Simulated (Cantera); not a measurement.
Feed: 1 mol MgCO3, 5.4 mol CO2, a varied amount of H2, at 798 K and 0.190 bar.

Cantera equilibrium calculation (NASA polynomials, part measured and part estimated; ideal gas, pure solids and liquids). Candidate condensed phases: C, C6H6, C7H8, C8H18, H2O, Mg, MgCO3, MgO, Mg(OH)2; 116 gas species. Kinetics and transport are ignored.

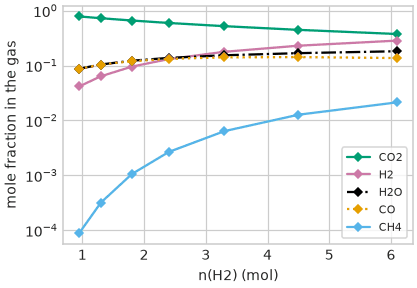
Figure. Equilibrium gas composition (values under 1e-9 drawn at 1e-9)

From 0.95 mol H2 to 4.5 mol H2 the condensed part is MgO(s). At 6.1 mol H2 the condensed part is C(graphite) + MgO(s).
